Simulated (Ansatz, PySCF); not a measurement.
Dissociation curve of LiH, singlet.

Levels of theory: UHF/cc-pVTZ (PySCF); UCCSD = CCSD on UHF/cc-pVTZ, frozen core (Ansatz, a quantum-chemistry and plane-wave program); RKS-PBE0 = restricted PBE0/cc-pVTZ (PySCF); RCCSD(T) = CCSD(T) on RHF/cc-pVTZ, frozen core (Ansatz); UHF/STO-3G = unrestricted Hartree-Fock/STO-3G (PySCF).

Energies are in kJ/mol, each relative to the lowest point of its own curve near equilibrium.

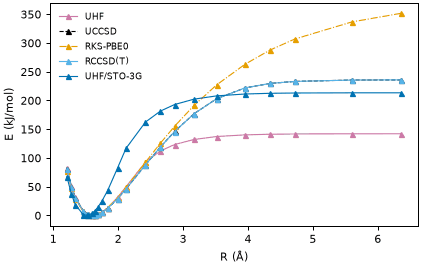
Figure. Energy against bond length for each method.

```csv
R / Å,UHF,UCCSD,RKS-PBE0,RCCSD(T),UHF/STO-3G
1.21,82.7,80.5,76.8,80.5,67.5
1.28,51.1,49.6,46.9,49.6,36.7
1.34,31.6,30.6,28.5,30.6,18.8
1.46,8.3,8.0,7.0,8.0,1.4
1.52,2.7,2.6,2.1,2.6,0.0
1.53,2.1,2.0,1.6,2.0,0.2
1.60,0.0,0.0,0.0,0.0,3.9
1.64,0.3,0.3,0.5,0.3,8.0
1.69,1.9,1.8,2.3,1.8,14.8
1.75,5.5,5.1,6.0,5.1,25.0
1.84,13.4,12.5,13.8,12.5,43.9
1.99,31.3,29.0,31.1,29.0,82.4
2.12,49.8,45.9,48.7,45.9,116.6
2.42,92.7,87.8,92.5,87.8,162.4
2.65,112.1,119.0,125.6,118.9,181.5
2.87,123.4,146.1,155.2,146.0,192.9
3.17,132.1,177.0,191.5,176.9,202.3
3.52,137.3,203.3,227.4,203.2,208.0
3.96,140.2,222.0,263.4,222.0,211.3
4.34,141.2,229.6,287.7,229.6,212.4
4.72,141.7,233.1,306.8,233.1,213.0
5.60,142.1,235.5,336.6,235.5,213.3
6.36,142.1,235.8,351.6,235.9,213.3
```

At the longest distance, 6.36 Å, RKS-PBE0 lies highest above its minimum (351.6 kJ/mol) and UHF lowest (142.1 kJ/mol).

The unrestricted determinant behind UHF, UCCSD is spin-contaminated at 2.42 to 6.36 Å (<S²> up to 1.0, against 0.00 for a pure singlet). With two correlated electrons CCSD is exact in the basis where it finds the lowest root (UCCSD, RCCSD(T)). At the longest distance RKS-PBE0 leaves fractional charges on the fragments, a sign of delocalisation error or of the restricted form. The restricted form behind RKS-PBE0 keeps the bonding electrons paired and can't separate into open-shell fragments. The unrestricted determinant behind UHF/STO-3G is spin-contaminated at 2.12 to 6.36 Å (<S²> up to 1.0, against 0.00 for a pure singlet).
